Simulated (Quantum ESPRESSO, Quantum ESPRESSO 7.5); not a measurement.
# 1T-TiO2, 1 layer: solver and mixing choices

Which eigensolver and mixing suits 1T-TiO2, 1 layer? The physics should not care; the clock does.

Calculated with Quantum ESPRESSO 7.5; plane-wave DFT, PBE, SG15 norm-conserving pseudopotentials.

## (1) Starting point

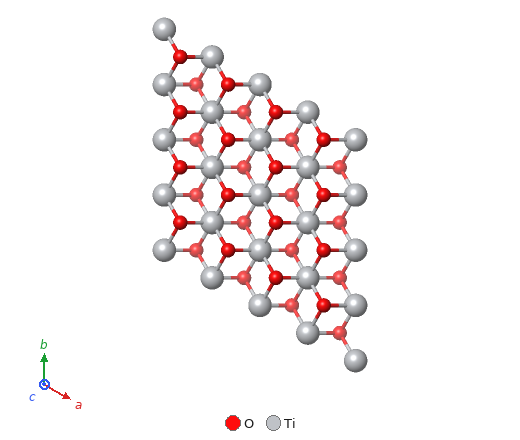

Start, viewed from above; oxygen red, titanium light grey. 4×4×1 cells are drawn. Some periodic images of atoms are drawn too.

The cell holds 3 atoms: 2 O and 1 Ti. Cell: a = 2.990 Å, b = 2.990 Å, c = 19.461 Å, α = 90.0°, β = 90.0°, γ = 120.0°. It derives from TiO2. Vacuum lies along c.

This sheet is a model structure: its symmetry is held, and its stability is not tested here.

## (2) SCF with pw.x: david, local-TF mixing, beta 0.4, history 8

The first run is the reference of the series.

c0.in

```
&control
  prefix = 'c0'
  outdir = './out'
  pseudo_dir = './pseudo'
  calculation = 'scf'
  tprnfor = .true.
/
&system
  ibrav = 0
  nat = 3
  ntyp = 2
  ecutwfc = 60
  ecutrho = 240
  occupations = 'smearing'
  smearing = 'fd'
  degauss = 0.004
  assume_isolated = 'esm'
  esm_bc = 'bc1'
/
&electrons
  conv_thr = 1e-07
  mixing_beta = 0.4
  electron_maxstep = 80
  mixing_mode = 'local-TF'
  diagonalization = 'david'
  mixing_ndim = 8
/
ATOMIC_SPECIES
  O   15.9990  O_ONCV_PBE-1.2.upf
  Ti  47.8670  Ti_ONCV_PBE-1.2.upf
CELL_PARAMETERS angstrom
  2.99000000000000 0.00000000000000 0.00000000000000
  -1.49500000000000 2.58941595731547 0.00000000000000
  0.00000000000000 0.00000000000000 19.46119212307099
ATOMIC_POSITIONS crystal
  O   0.666666666667 0.333333333333 -0.063233333999
  Ti  0.000000000000 0.000000000000 0.000000000000
  O   0.333333333333 0.666666666667 0.063233333999
K_POINTS automatic
  12 12 1 0 0 0
```

Command:

```bash
$ OMP_NUM_THREADS=1 mpirun -n 4 pw.x -nk 4 -in c0.in > c0.out
```

What it wrote:

```text
Program PWSCF v.7.5 starts
[citation notice left out]

     Parallel version (MPI & OpenMP), running on       4 processor cores
     Number of MPI processes:                 4
     Threads/MPI process:                     1

     MPI processes distributed on     1 nodes
[...]
Current dimensions of program PWSCF are:
     Max number of different atomic species (ntypx) = 10
     Max number of k-points (npk) =  40000
     Max angular momentum in pseudopotentials (lmaxx) =  4
     Message from routine setup:
     using ibrav=0 with symmetry is DISCOURAGED, use correct ibrav instead

     K-points division:     npool     =       4
     Subspace diagonalization in iterative solution of the eigenvalue problem:
     a serial algorithm will be used

     G-vector sticks info
     --------------------
     sticks:   dense  smooth     PW     G-vecs:    dense   smooth      PW
     Sum         517     517    163                63649    63649   10557

     Using Slab Decomposition

     bravais-lattice index     =            0
     lattice parameter (alat)  =       5.6503  a.u.
     unit-cell volume          =    1016.8082 (a.u.)^3
     number of atoms/cell      =            3
     number of atomic types    =            2
     number of electrons       =        24.00
     number of Kohn-Sham states=           16
     kinetic-energy cutoff     =      60.0000  Ry
     charge density cutoff     =     240.0000  Ry
     scf convergence threshold =      1.0E-07
     mixing beta               =       0.4000
     number of iterations used =            8  local-TF  mixing
     Exchange-correlation= PBE
                           (   1   4   3   4   0   0   0)

     Effective Screening Medium Method
     =================================
     Boundary Conditions: Vacuum-Slab-Vacuum
     total charge in unit cell        =   0.0000
     grid points for fit at edges     =        4

     celldm(1)=   5.650281  celldm(2)=   0.000000  celldm(3)=   0.000000
     celldm(4)=   0.000000  celldm(5)=   0.000000  celldm(6)=   0.000000

     crystal axes: (cart. coord. in units of alat)
               a(1) = (   1.000000   0.000000   0.000000 )
               a(2) = (  -0.500000   0.866025   0.000000 )
               a(3) = (   0.000000   0.000000   6.508760 )

     reciprocal axes: (cart. coord. in units 2 pi/alat)
               b(1) = (  1.000000  0.577350 -0.000000 )
               b(2) = (  0.000000  1.154701  0.000000 )
               b(3) = (  0.000000 -0.000000  0.153639 )

     PseudoPot. # 1 for O  read from file:
     ./pseudo/O_ONCV_PBE-1.2.upf
     Pseudo is Norm-conserving, Zval =  6.0
     Generated using ONCVPSP code by D. R. Hamann
     Using radial grid of  602 points,  4 beta functions with:
                l(1) =   0
                l(2) =   0
                l(3) =   1
                l(4) =   1

     PseudoPot. # 2 for Ti read from file:
     ./pseudo/Ti_ONCV_PBE-1.2.upf
     Pseudo is Norm-conserving, Zval = 12.0
     Generated using ONCVPSP code by D. R. Hamann
     Using radial grid of  602 points,  6 beta functions with:
                l(1) =   0
                l(2) =   0
                l(3) =   1
                l(4) =   1
                l(5) =   2
                l(6) =   2

     atomic species   valence    mass     pseudopotential
     O                 6.00    15.99900     O ( 1.00)
     Ti               12.00    47.86700     Ti( 1.00)

     12 Sym. Ops., with inversion, found

   Cartesian axes

     site n.     atom                  positions (alat units)
         1        O      tau(   1) = (   0.5000000   0.2886751  -0.4115706  )
         2        Ti     tau(   2) = (   0.0000000   0.0000000   0.0000000  )
         3        O      tau(   3) = (  -0.0000000   0.5773503   0.4115706  )

     number of k points=    19  Fermi-Dirac smearing, width (Ry)=  0.0040
                       cart. coord. in units 2pi/alat
        k(    1) = (   0.0000000   0.0000000   0.0000000), wk =   0.0138889
        k(    2) = (   0.0000000   0.0962250   0.0000000), wk =   0.0833333
        k(    3) = (   0.0000000   0.1924501   0.0000000), wk =   0.0833333
        k(    4) = (   0.0000000   0.2886751   0.0000000), wk =   0.0833333
        k(    5) = (   0.0000000   0.3849002   0.0000000), wk =   0.0833333
        k(    6) = (   0.0000000   0.4811252   0.0000000), wk =   0.0833333
        k(    7) = (   0.0000000  -0.5773503   0.0000000), wk =   0.0416667
        k(    8) = (   0.0833333   0.1443376   0.0000000), wk =   0.0833333
        k(    9) = (   0.0833333   0.2405626   0.0000000), wk =   0.1666667
        k(   10) = (   0.0833333   0.3367877   0.0000000), wk =   0.1666667
[...]
k(   19) = (   0.3333333   0.5773503   0.0000000), wk =   0.0277778

     Dense  grid:    63649 G-vectors     FFT dimensions: (  27,  27, 192)

     Estimated max dynamical RAM per process >      83.63 MB

     Estimated total dynamical RAM >     287.89 MB

     Initial potential from superposition of free atoms

     starting charge      23.8884, renormalised to      24.0000

     negative rho (up, down):  6.478E-04 0.000E+00
     Starting wfcs are random

     total cpu time spent up to now is        0.5 secs

     per-process dynamical memory:    48.7 Mb

     Self-consistent Calculation

     iteration #  1     ecut=    60.00 Ry     beta= 0.40
     Davidson diagonalization with overlap
     c_bands:  1 eigenvalues not converged
     c_bands:  1 eigenvalues not converged
     ethr =  1.00E-02,  avg # of iterations = 39.1

     negative rho (up, down):  6.828E-04 0.000E+00

     total cpu time spent up to now is        8.8 secs

     total energy              =    -179.22656659 Ry
     estimated scf accuracy    <       1.21720635 Ry

     iteration #  2     ecut=    60.00 Ry     beta= 0.40
[...]
negative rho (up, down):  7.888E-04 0.000E+00

[...]
total energy              =    -179.03091342 Ry
     estimated scf accuracy    <       0.53661336 Ry

     iteration #  3     ecut=    60.00 Ry     beta= 0.40
[...]
c_bands:  1 eigenvalues not converged
[...]
negative rho (up, down):  1.329E-04 0.000E+00

[...]
total energy              =    -179.14725360 Ry
     estimated scf accuracy    <       2.17993152 Ry

     iteration #  4     ecut=    60.00 Ry     beta= 0.40
[...]
negative rho (up, down):  2.107E-04 0.000E+00

[...]
total energy              =    -179.45898183 Ry
     estimated scf accuracy    <       0.01899610 Ry

     iteration #  5     ecut=    60.00 Ry     beta= 0.40
[...]
c_bands:  3 eigenvalues not converged
     c_bands:  1 eigenvalues not converged
[...]
negative rho (up, down):  8.808E-04 0.000E+00

[...]
total energy              =    -179.51289214 Ry
     estimated scf accuracy    <       0.02060549 Ry

     iteration #  6     ecut=    60.00 Ry     beta= 0.40
[...]
negative rho (up, down):  3.467E-05 0.000E+00

[...]
total energy              =    -179.44849033 Ry
     estimated scf accuracy    <       0.90231317 Ry

     iteration #  7     ecut=    60.00 Ry     beta= 0.40
[...]
negative rho (up, down):  9.922E-06 0.000E+00

[...]
total energy              =    -179.50490855 Ry
     estimated scf accuracy    <       0.03782819 Ry

     iteration #  8     ecut=    60.00 Ry     beta= 0.40
[...]
negative rho (up, down):  2.940E-06 0.000E+00

[...]
total energy              =    -179.50683511 Ry
     estimated scf accuracy    <       0.00595242 Ry

     iteration #  9     ecut=    60.00 Ry     beta= 0.40
[...]
negative rho (up, down):  3.069E-06 0.000E+00

[...]
total energy              =    -179.51937099 Ry
     estimated scf accuracy    <       0.05120424 Ry

     iteration # 10     ecut=    60.00 Ry     beta= 0.40
[...]
negative rho (up, down):  4.501E-06 0.000E+00

[...]
total energy              =    -179.51925464 Ry
     estimated scf accuracy    <       0.04592374 Ry

     iteration # 11     ecut=    60.00 Ry     beta= 0.40
[...]
negative rho (up, down):  3.778E-06 0.000E+00

[...]
total energy              =    -179.51505373 Ry
     estimated scf accuracy    <       0.04759308 Ry

     iteration # 12     ecut=    60.00 Ry     beta= 0.40
[...]
negative rho (up, down):  3.037E-06 0.000E+00

[...]
total energy              =    -179.51527101 Ry
     estimated scf accuracy    <       0.03368748 Ry

     iteration # 13     ecut=    60.00 Ry     beta= 0.40
[...]
negative rho (up, down):  1.872E-05 0.000E+00

[...]
total energy              =    -179.53775931 Ry
     estimated scf accuracy    <       0.03321055 Ry

     iteration # 14     ecut=    60.00 Ry     beta= 0.40
[...]
negative rho (up, down):  5.298E-05 0.000E+00

[...]
total energy              =    -179.56001116 Ry
     estimated scf accuracy    <       0.21695596 Ry

[...]
iteration # 21     ecut=    60.00 Ry     beta= 0.40
[...]
c_bands:  1 eigenvalues not converged
[...]
negative rho (up, down):  4.168E-08 0.000E+00

[...]
total energy              =    -179.51018690 Ry
     estimated scf accuracy    <       0.00010265 Ry

     iteration # 22     ecut=    60.00 Ry     beta= 0.40
[...]
negative rho (up, down):  3.190E-05 0.000E+00

[...]
total energy              =    -179.51025855 Ry
     estimated scf accuracy    <       0.00003141 Ry

     iteration # 23     ecut=    60.00 Ry     beta= 0.40
[...]
negative rho (up, down):  1.046E-04 0.000E+00

[...]
total energy              =    -179.51021119 Ry
     estimated scf accuracy    <       0.00021869 Ry

     iteration # 24     ecut=    60.00 Ry     beta= 0.40
[...]
negative rho (up, down):  6.921E-05 0.000E+00

[...]
total energy              =    -179.51020677 Ry
     estimated scf accuracy    <       0.00000720 Ry

     iteration # 25     ecut=    60.00 Ry     beta= 0.40
[...]
negative rho (up, down):  1.306E-05 0.000E+00

[...]
total energy              =    -179.51021851 Ry
     estimated scf accuracy    <       0.00000368 Ry

     iteration # 26     ecut=    60.00 Ry     beta= 0.40
[...]
negative rho (up, down):  5.715E-06 0.000E+00

[...]
total energy              =    -179.51021479 Ry
     estimated scf accuracy    <       0.00000064 Ry

     iteration # 27     ecut=    60.00 Ry     beta= 0.40
[...]
negative rho (up, down):  3.045E-08 0.000E+00

[...]
total energy              =    -179.51021465 Ry
     estimated scf accuracy    <       0.00000011 Ry

     iteration # 28     ecut=    60.00 Ry     beta= 0.40
[...]
End of self-consistent calculation

          k = 0.0000 0.0000 0.0000 (  7873 PWs)   bands (ev):

   -65.7754 -41.9061 -41.7335 -41.7335 -25.6448 -24.7463 -12.3603 -11.1089
   -11.1089  -9.5635  -8.8910  -8.8910  -6.6367  -6.6364  -5.9412  -3.9443

          k = 0.0000 0.0962 0.0000 (  7870 PWs)   bands (ev):

   -65.7714 -41.8994 -41.7639 -41.7398 -25.5815 -24.7542 -12.2554 -11.2730
   -11.0651  -9.4171  -9.2356  -9.0194  -6.6170  -6.5065  -5.9159  -4.0648

          k = 0.0000 0.1925 0.0000 (  7932 PWs)   bands (ev):

   -65.7605 -41.8817 -41.8456 -41.7570 -25.4097 -24.7755 -11.9811 -11.5564
   -10.9628 -10.0259  -9.2925  -9.2159  -6.6621  -6.2216  -5.8171  -4.2602

          k = 0.0000 0.2887 0.0000 (  7952 PWs)   bands (ev):

   -65.7455 -41.9575 -41.8553 -41.7803 -25.1831 -24.7908 -11.8890 -11.5194
   -10.8730 -10.8229  -9.5234  -9.2505  -6.8065  -5.9294  -5.6498  -4.2653

          k = 0.0000 0.3849 0.0000 (  7980 PWs)   bands (ev):

   -65.7305 -42.0662 -41.8301 -41.8036 -25.0165 -24.7407 -12.1486 -11.5368
   -10.9226 -10.8689  -9.6121  -9.5220  -6.9774  -5.6983  -5.4597  -4.0425

          k = 0.0000 0.4811 0.0000 (  8004 PWs)   bands (ev):

   -65.7195 -42.1448 -41.8205 -41.8115 -24.9816 -24.6123 -12.5386 -11.4665
   -10.9230 -10.8042  -9.7534  -9.5987  -7.1167  -5.5502  -5.2942  -3.7801

[...]
the Fermi energy is    -8.0530 ev

!    total energy              =    -179.51021528 Ry
     estimated scf accuracy    <       0.00000002 Ry
     smearing contrib. (-TS)   =      -0.00000000 Ry
     internal energy E=F+TS    =    -179.51021528 Ry

     The total energy is F=E-TS. E is the sum of the following terms:
     one-electron contribution =     498.34686418 Ry
     hartree contribution      =    -253.47124208 Ry
     xc contribution           =     -27.97520167 Ry
     ewald contribution        =    -396.41063572 Ry

     convergence has been achieved in  28 iterations

     Forces acting on atoms (cartesian axes, Ry/au):

     atom    1 type  1   force =     0.00000000    0.00000000    0.16318230
     atom    2 type  2   force =     0.00000000    0.00000000    0.00000000
     atom    3 type  1   force =     0.00000000   -0.00000000   -0.16318230

     Total force =     0.230775     Total SCF correction =     0.000379

[...]
=------------------------------------------------------------------------------=
   JOB DONE.
=------------------------------------------------------------------------------=
[...]
```

It took 49 s on 4 MPI ranks of Arm Neoverse V2, shared host; peak memory 0.38 GiB; 3.2 min of CPU time.

Read from the output:

```
free energy                                                    : -2442.3609 eV
Fermi energy                                                   : -8.053 eV
valence top, on the run's zero                                 : -8.891 eV
conduction bottom, on the run's zero                           : -7.173 eV
gap by band count                                              : 1.718 eV
vacuum line at the lower end of the cell, over the valence top : 8.891 eV
vacuum line at the upper end of the cell, over the valence top : 8.891 eV
```

Electrostatic potential energy of an electron; zero at the highest filled level of the SCF mesh. The potential energy, planar mean by z:

```tsv
z (Å)	potential energy, planar mean (eV)
-9	8.89
-8	8.89
-7	8.89
-6	8.89
-5	8.89
-4	8.89
-3	8.86
-2	7.42
-1	-5.89
0	-17.7
1	-5.89
2	7.42
3	8.86
4	8.89
5	8.89
6	8.89
7	8.89
8	8.89
9	8.89
```

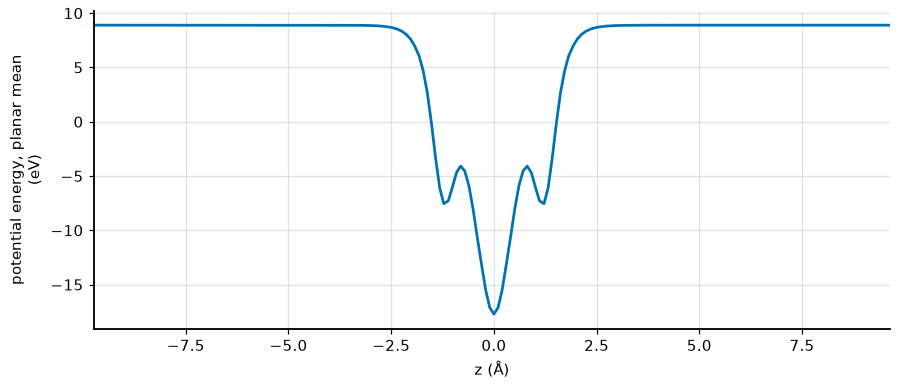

Potential energy, planar mean, plotted against z.

The program's own clock; routines nest. Time by routine:

```tsv
routine	wall time (s)	calls
PWSCF	48	1
electrons	47.44	1
c_bands	33.68	28
cegterg	30.03	145
h_psi	24.93	1271
fftw	22.87	22630
vloc_psi	22.41	1271
mix_rho	9.39	28
ffts	5.25	3349
sum_band	2.94	28
add_vuspsi	1.24	1271
v_of_rho	1.22	29
calbec	1.21	1291
h_psi:calbec	1.18	1271
```

The vacuum levels are read from the outermost 0.7 Å of the cell on either side.

The run needed 28 iterations to bring the estimated error under 1e-07 Ry; the largest force on any atom, held or free, is 4.20 eV/Å, so this geometry is far from relaxed and its levels are not those of the real material.

Inside the slab this potential holds the local part of the pseudopotentials, which can be repulsive at the nuclei; only its value in the vacuum has a meaning of its own.

## (3) SCF with pw.x: david, plain mixing, beta 0.4, history 8

c1.in, as its differences from the input of step 2:

```diff
@@ -1,3 +1,3 @@
 &control
-  prefix = 'c0'
+  prefix = 'c1'
   outdir = './out'
@@ -23,3 +23,3 @@
   electron_maxstep = 80
-  mixing_mode = 'local-TF'
+  mixing_mode = 'plain'
   diagonalization = 'david'
```

Command:

```bash
$ OMP_NUM_THREADS=1 mpirun -n 4 pw.x -nk 4 -in c1.in > c1.out
```

What it wrote:

```text
[banner, memory and clock lines left out]
Program PWSCF v.7.5 starts
[...]
Message from routine setup:
[...]
number of electrons       =        24.00
     number of Kohn-Sham states=           16
     kinetic-energy cutoff     =      60.0000  Ry
     charge density cutoff     =     240.0000  Ry
[...]
number of k points=    19  Fermi-Dirac smearing, width (Ry)=  0.0040
[...]
Dense  grid:    63649 G-vectors     FFT dimensions: (  27,  27, 192)
[...]
negative rho (up, down):  6.478E-04 0.000E+00
     Starting wfcs are random
[...]
estimated scf accuracy    <       1.21720635 Ry
[...]
estimated scf accuracy    <       1.37607849 Ry
[...]
estimated scf accuracy    <       0.06125102 Ry
[...]
estimated scf accuracy    <       0.00723397 Ry
[...]
negative rho (up, down):  4.258E-03 0.000E+00
[...]
estimated scf accuracy    <       0.01301804 Ry
[...]
negative rho (up, down):  2.271E-03 0.000E+00
[...]
estimated scf accuracy    <       0.00070040 Ry
[...]
negative rho (up, down):  3.136E-03 0.000E+00
[...]
estimated scf accuracy    <       0.00050959 Ry
[...]
negative rho (up, down):  4.777E-04 0.000E+00
[...]
estimated scf accuracy    <       0.00108411 Ry
[...]
negative rho (up, down):  4.624E-04 0.000E+00
[...]
estimated scf accuracy    <       0.00029067 Ry
[...]
negative rho (up, down):  1.897E-04 0.000E+00
[...]
estimated scf accuracy    <       0.00017497 Ry
[...]
negative rho (up, down):  1.393E-04 0.000E+00
[...]
estimated scf accuracy    <       0.00019503 Ry
[...]
estimated scf accuracy    <       0.00002097 Ry
[...]
estimated scf accuracy    <       0.00008880 Ry
[...]
estimated scf accuracy    <       0.00008041 Ry
[...]
estimated scf accuracy    <       0.00009838 Ry
[...]
estimated scf accuracy    <       0.00011534 Ry
[...]
negative rho (up, down):  5.641E-05 0.000E+00
[...]
estimated scf accuracy    <       0.00008631 Ry
[...]
negative rho (up, down):  4.351E-05 0.000E+00
[...]
estimated scf accuracy    <       0.00000362 Ry
[...]
negative rho (up, down):  6.220E-05 0.000E+00
[...]
estimated scf accuracy    <       0.00005607 Ry
[...]
estimated scf accuracy    <       0.00000147 Ry
[...]
negative rho (up, down):  1.226E-06 0.000E+00
[...]
estimated scf accuracy    <       0.00000582 Ry
[...]
the Fermi energy is    -8.0474 ev
!    total energy              =    -179.51021517 Ry
     estimated scf accuracy    <       0.00000008 Ry
     smearing contrib. (-TS)   =      -0.00000000 Ry
     internal energy E=F+TS    =    -179.51021517 Ry
[...]
one-electron contribution =     498.34377389 Ry
     hartree contribution      =    -253.46770739 Ry
     xc contribution           =     -27.97564594 Ry
     ewald contribution        =    -396.41063572 Ry
     convergence has been achieved in  22 iterations
[...]
Total force =     0.230906     Total SCF correction =     0.000434
[...]
```

The job ended after 34 s (4 MPI ranks; peak memory 0.37 GiB; 2.2 min of CPU time).

This step gave:

```
Fermi energy                                                   : -8.047 eV
valence top, on the run's zero                                 : -8.885 eV
conduction bottom, on the run's zero                           : -7.167 eV
vacuum line at the lower end of the cell, over the valence top : 8.885 eV
vacuum line at the upper end of the cell, over the valence top : 8.885 eV
```

The program's own clock; routines nest. Time by routine:

```tsv
routine	wall time (s)	calls
PWSCF	33.05	1
electrons	32.47	1
c_bands	28.98	22
cegterg	25.68	115
h_psi	21.32	1038
fftw	19.41	19154
vloc_psi	19.17	1038
sum_band	2.32	22
add_vuspsi	1.06	1038
calbec	1.04	1058
h_psi:calbec	1.01	1038
v_of_rho	0.88	23
init_run	0.44	1
init_us_2	0.37	230
```

Counted from each run's own zero (the valence top), the vacuum level differs from the first run's by -6 meV.

[end of part 1 of 3]

[Logs are printed without paths, hosts, clocks, repeated set-up lines and the standing remarks that a program may print on its own settings, such as how far it seeks lower states.]

[Hosts, paths, dates, database ids (printed as entryN), source tags and the programs' standing remarks are cut or masked in the printed files.]

[Maps of the electrostatic potential energy from Ansatz leave out the sawtooth potential of an applied field or a dipole correction, so their vacuum need not be flat; planar profiles and work functions include it.]
